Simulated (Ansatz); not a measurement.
# Run report: BNH5O2F, saddle-point search (part 2 of 2)

The same run, continued: BNH5O2F; RKS B3LYP-D4/def2-SVP (Ansatz 0.2.0). 

Geometry of the input (Å):
```
B  -0.3496  0.1365  -0.1843
N  1.1596  -0.1761  -0.0818
O  -0.8477  -0.4257  -1.3329
O  -0.9778  1.2515  0.3123
H  0.5947  -0.8138  0.7464
F  -0.3990  -1.0573  1.2985
H  1.7687  0.7043  0.1199
H  1.6201  -0.7175  -0.8501
H  -1.8134  -0.2998  -1.3882
H  -0.8175  1.3324  1.2690
```

## Trajectory as extended XYZ (Å, eV, eV/Å), 12 frames, from step=1 to step=12
```
10
Properties=species:S:1:pos:R:3:forces:R:3 step=1 energy=-9055.49096
B    -0.3496    0.1365   -0.1843   -0.6314  -0.0004  -1.6213
N     1.1596   -0.1761   -0.0818    2.2059   2.3402  -0.7212
O    -0.8477   -0.4257   -1.3329   -0.7076  -0.2239   0.0809
O    -0.9778    1.2515    0.3123    0.5448   0.0583   0.9019
H     0.5947   -0.8138    0.7464    0.9869  -0.8186   1.4010
F    -0.3990   -1.0573    1.2985   -0.4726   0.1165  -0.2465
H     1.7687    0.7043    0.1199   -1.3516  -2.1380  -0.1180
H     1.6201   -0.7175   -0.8501   -0.8864   0.6034   0.6652
H    -1.8134   -0.2998   -1.3882    0.4940  -0.0403   0.0133
H    -0.8175    1.3324    1.2690   -0.1819   0.1027  -0.3553
10
Properties=species:S:1:pos:R:3:forces:R:3 step=2 energy=-9055.77595
B    -0.3561    0.1226   -0.2397   -0.3778  -0.2113   0.8342
N     1.1627   -0.1311   -0.0819   -0.2808  -0.8616   0.3758
O    -0.8855   -0.4615   -1.3623    0.2545   0.0790   0.0590
O    -0.9295    1.2414    0.3242   -0.0965   0.4594  -0.2917
H     0.7495   -0.8087    0.8731   -0.2624   0.2718  -0.8374
F    -0.4445   -1.0238    1.2098    0.2205  -0.0970   0.0030
H     1.7458    0.6446    0.1907    0.3156   0.3940  -0.1789
H     1.5251   -0.6695   -0.8704    0.2652   0.1314   0.1458
H    -1.8377   -0.3219   -1.4078   -0.0597   0.0280   0.0123
H    -0.7915    1.3424    1.2731    0.0214  -0.1938  -0.1220
10
Properties=species:S:1:pos:R:3:forces:R:3 step=3 energy=-9055.83006
B    -0.3595    0.1296   -0.2233   -0.1532  -0.0597  -0.0476
N     1.1585   -0.1388   -0.0739    0.2836   0.0841  -0.0227
O    -0.8780   -0.4529   -1.3512    0.0218  -0.0216   0.1393
O    -0.9396    1.2585    0.3096    0.0372   0.1137   0.0314
H     0.6939   -0.8268    0.8331    0.0906   0.0009  -0.0197
F    -0.4154   -1.0533    1.2395   -0.0925  -0.0088  -0.0358
H     1.7545    0.6582    0.1673   -0.1702  -0.1936  -0.0762
H     1.5524   -0.6675   -0.8547   -0.0150   0.1036   0.0779
H    -1.8324   -0.3149   -1.3971    0.0198   0.0085  -0.0193
H    -0.7963    1.3425    1.2594   -0.0222  -0.0270  -0.0274
10
Properties=species:S:1:pos:R:3:forces:R:3 step=4 energy=-9055.83160
B    -0.3595    0.1310   -0.2233   -0.0990  -0.0510  -0.0841
N     1.1592   -0.1383   -0.0733    0.1083   0.0030   0.0010
O    -0.8782   -0.4554   -1.3480    0.0200  -0.0141   0.1245
O    -0.9362    1.2631    0.3075    0.0355   0.0511   0.0139
H     0.6893   -0.8284    0.8355    0.0637  -0.0282  -0.0126
F    -0.4170   -1.0615    1.2398   -0.0328   0.0445  -0.0519
H     1.7519    0.6567    0.1637   -0.0692  -0.0345  -0.0015
H     1.5552   -0.6606   -0.8547   -0.0093   0.0283   0.0188
H    -1.8319   -0.3152   -1.3958    0.0029   0.0081  -0.0220
H    -0.7945    1.3431    1.2573   -0.0201  -0.0071   0.0139
10
Properties=species:S:1:pos:R:3:forces:R:3 step=5 energy=-9055.83231
B    -0.3590    0.1332   -0.2252   -0.0085  -0.0344  -0.0476
N     1.1598   -0.1382   -0.0720   -0.0357  -0.0634  -0.0401
O    -0.8793   -0.4596   -1.3440    0.0001  -0.0065   0.0824
O    -0.9308    1.2685    0.3055    0.0195   0.0065  -0.0027
H     0.6851   -0.8375    0.8353    0.0251   0.0026   0.0176
F    -0.4149   -1.0640    1.2405   -0.0288   0.0250  -0.0250
H     1.7452    0.6585    0.1636    0.0271   0.0655   0.0467
H     1.5570   -0.6547   -0.8547    0.0168  -0.0026  -0.0338
H    -1.8321   -0.3156   -1.3963   -0.0009   0.0083  -0.0182
H    -0.7930    1.3439    1.2561   -0.0146  -0.0009   0.0209
10
Properties=species:S:1:pos:R:3:forces:R:3 step=6 energy=-9055.83304
B    -0.3572    0.1338   -0.2271    0.0274  -0.0241  -0.0254
N     1.1614   -0.1407   -0.0745   -0.0686   0.0129   0.0034
O    -0.8813   -0.4646   -1.3389   -0.0232  -0.0097   0.0116
O    -0.9248    1.2714    0.3044    0.0166  -0.0061   0.0050
H     0.6798   -0.8386    0.8392   -0.0067  -0.0363  -0.0015
F    -0.4166   -1.0644    1.2414    0.0254   0.0391  -0.0050
H     1.7406    0.6600    0.1664    0.0217   0.0286   0.0261
H     1.5619   -0.6494   -0.8608    0.0113  -0.0125  -0.0139
H    -1.8330   -0.3152   -1.3978    0.0089   0.0095  -0.0028
H    -0.7925    1.3422    1.2565   -0.0129  -0.0015   0.0025
10
Properties=species:S:1:pos:R:3:forces:R:3 step=7 energy=-9055.83353
B    -0.3567    0.1330   -0.2285    0.0369   0.0044   0.0232
N     1.1616   -0.1411   -0.0755   -0.0397  -0.0004  -0.0196
O    -0.8837   -0.4678   -1.3366   -0.0142  -0.0191  -0.0185
O    -0.9217    1.2719    0.3035    0.0018   0.0076  -0.0081
H     0.6791   -0.8436    0.8376   -0.0168   0.0003   0.0049
F    -0.4161   -1.0584    1.2439    0.0242   0.0020   0.0035
H     1.7390    0.6604    0.1700    0.0049   0.0017   0.0175
H     1.5650   -0.6463   -0.8631    0.0078  -0.0009  -0.0056
H    -1.8343   -0.3136   -1.3990    0.0037   0.0114   0.0055
H    -0.7940    1.3401    1.2564   -0.0085  -0.0071  -0.0028
10
Properties=species:S:1:pos:R:3:forces:R:3 step=8 energy=-9055.83371
B    -0.3566    0.1322   -0.2288    0.0329   0.0077   0.0310
N     1.1613   -0.1421   -0.0771    0.0040   0.0121  -0.0158
O    -0.8854   -0.4698   -1.3351   -0.0108  -0.0212  -0.0283
O    -0.9204    1.2723    0.3022   -0.0011   0.0136  -0.0089
H     0.6801   -0.8448    0.8368   -0.0117   0.0082  -0.0064
F    -0.4144   -1.0542    1.2450    0.0005  -0.0158   0.0204
H     1.7380    0.6589    0.1739   -0.0068  -0.0170  -0.0001
H     1.5672   -0.6451   -0.8652    0.0013   0.0093   0.0041
H    -1.8350   -0.3112   -1.3988   -0.0010   0.0098   0.0067
H    -0.7968    1.3382    1.2558   -0.0073  -0.0067  -0.0026
10
Properties=species:S:1:pos:R:3:forces:R:3 step=9 energy=-9055.83385
B    -0.3559    0.1310   -0.2287    0.0114   0.0195   0.0213
N     1.1617   -0.1427   -0.0791    0.0111  -0.0055   0.0022
O    -0.8869   -0.4725   -1.3335   -0.0043  -0.0169  -0.0229
O    -0.9188    1.2728    0.3003    0.0007   0.0133  -0.0053
H     0.6805   -0.8457    0.8345   -0.0033   0.0121  -0.0047
F    -0.4139   -1.0504    1.2479    0.0065  -0.0151   0.0077
H     1.7378    0.6569    0.1780   -0.0108  -0.0190  -0.0081
H     1.5699   -0.6431   -0.8677   -0.0029   0.0120   0.0069
H    -1.8355   -0.3079   -1.3977   -0.0014   0.0050   0.0063
H    -0.8007    1.3360    1.2548   -0.0069  -0.0054  -0.0035
10
Properties=species:S:1:pos:R:3:forces:R:3 step=10 energy=-9055.83393
B    -0.3554    0.1310   -0.2286   -0.0010   0.0036  -0.0002
N     1.1616   -0.1444   -0.0800    0.0244   0.0100   0.0006
O    -0.8882   -0.4749   -1.3321   -0.0012   0.0034  -0.0015
O    -0.9174    1.2748    0.2978    0.0051  -0.0023  -0.0004
H     0.6821   -0.8457    0.8334    0.0039  -0.0023  -0.0086
F    -0.4113   -1.0492    1.2495   -0.0197  -0.0083   0.0178
H     1.7375    0.6536    0.1809   -0.0019   0.0017  -0.0061
H     1.5715   -0.6411   -0.8697   -0.0050  -0.0018  -0.0005
H    -1.8358   -0.3042   -1.3958    0.0000  -0.0019   0.0004
H    -0.8064    1.3347    1.2533   -0.0046  -0.0022  -0.0016
10
Properties=species:S:1:pos:R:3:forces:R:3 step=11 energy=-9055.83396
B    -0.3551    0.1311   -0.2285   -0.0061   0.0039  -0.0042
N     1.1621   -0.1442   -0.0799    0.0026  -0.0020   0.0051
O    -0.8878   -0.4746   -1.3322    0.0022   0.0031   0.0018
O    -0.9173    1.2748    0.2977    0.0062  -0.0022  -0.0015
H     0.6819   -0.8460    0.8329    0.0017   0.0009  -0.0010
F    -0.4121   -1.0496    1.2504   -0.0015  -0.0006   0.0022
H     1.7378    0.6541    0.1802    0.0014   0.0014  -0.0030
H     1.5710   -0.6414   -0.8697   -0.0018  -0.0007  -0.0011
H    -1.8355   -0.3043   -1.3955   -0.0006  -0.0017   0.0002
H    -0.8070    1.3345    1.2534   -0.0041  -0.0021   0.0015
10
Properties=species:S:1:pos:R:3:forces:R:3 step=12 energy=-9055.83402
B    -0.3539    0.1334   -0.2297    0.0030  -0.0018  -0.0003
N     1.1627   -0.1444   -0.0805    0.0010  -0.0016  -0.0026
O    -0.8866   -0.4721   -1.3332   -0.0012  -0.0012   0.0009
O    -0.9147    1.2766    0.2986    0.0001   0.0028   0.0033
H     0.6826   -0.8425    0.8343    0.0003   0.0026   0.0006
F    -0.4115   -1.0460    1.2526   -0.0035  -0.0027   0.0022
H     1.7408    0.6538    0.1747   -0.0005   0.0007   0.0001
H     1.5690   -0.6466   -0.8685    0.0015   0.0013  -0.0008
H    -1.8348   -0.3039   -1.3959    0.0001   0.0014   0.0002
H    -0.8155    1.3261    1.2562   -0.0007  -0.0015  -0.0037
```

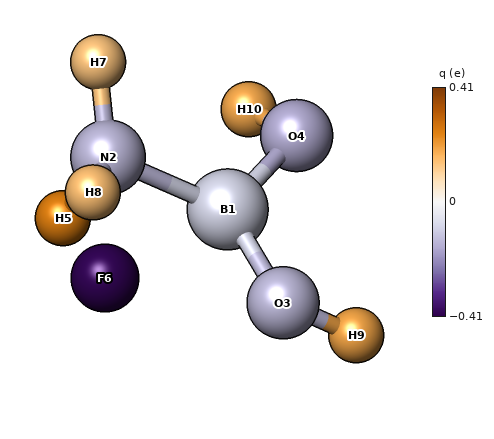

**Figure 1.** Mulliken charges, as the colour of each atom (ball-and-stick view, seen at a tilt; atoms are numbered from 1 in the order of the input). By element: B −0.08, N −0.14, O −0.16 to −0.14, H +0.14 to +0.25 and F −0.39 e.

## Results in brief

```tsv
quantity	value
outcome	converged
total energy	−9055.8342 eV
mean-field energy	−9055.5971 eV
dispersion energy	−0.2371 eV
largest force (length of the vector) at the end	0.005 eV/Å
dipole moment	2.70 D
wall time	84 s (CPU time 5.2 min)
peak memory	0.45 GiB
```
